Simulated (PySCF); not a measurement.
C$_{3}$H$_{3}$, charge −1, SMILES `[CH-]1C=C1`.

Method: B3LYP/aug-cc-pVDZ; geometry: GFN2-xTB; program: PySCF. The highest occupied Kohn–Sham orbital has positive energy, a self-interaction fault of such functionals for anions. This is a single-reference result, which may miss multireference character in this system. No frequency check shows the geometry to be a minimum.

Cartesian coordinates (Å):

```
C1      -0.9710    0.0006   -0.1832
C2       0.4311    0.6503   -0.0151
C3       0.4301   -0.6508   -0.0152
H4      -1.4920    0.0007    0.9217
H5       1.0764    1.5055    0.1796
H6       1.0741   -1.5070    0.1795
```

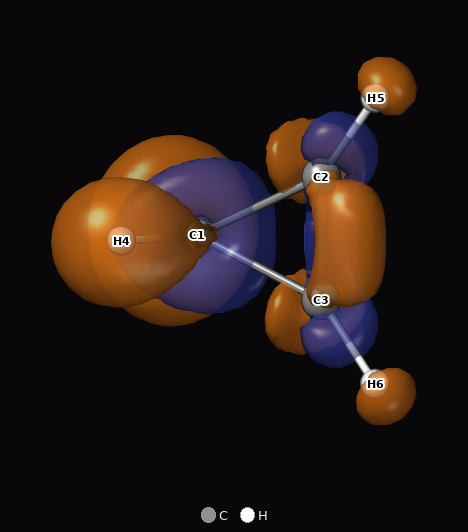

Fukui function f⁻ = ρ(N) − ρ(N−1) at fixed geometry, surfaces at ±0.03 e/Å³ (orange positive, blue negative).

On which atoms does the density change most on removal of an electron?

f⁻ (Hirshfeld-condensed) is largest on C1 (0.38); the vertical detachment energy is 0.26 eV. Condensed values hint at sites of electrophilic attack but needn't mark the atom that reacts. Orbital relaxation makes it negative in places (0.14 e in all).

```tsv
atom	f⁻	charge
C1	+0.38	−0.47
C2	+0.14	−0.18
C3	+0.14	−0.18
H4	+0.18	−0.15
H5	+0.08	−0.01
H6	+0.08	−0.01
```

Cost of the run: 63 s on 1 thread of Intel(R) Xeon(R) Platinum 8259CL CPU @ 2.50GHz (Skylake/Cascade Lake), with other jobs on the host, peak memory 0.47 GiB.
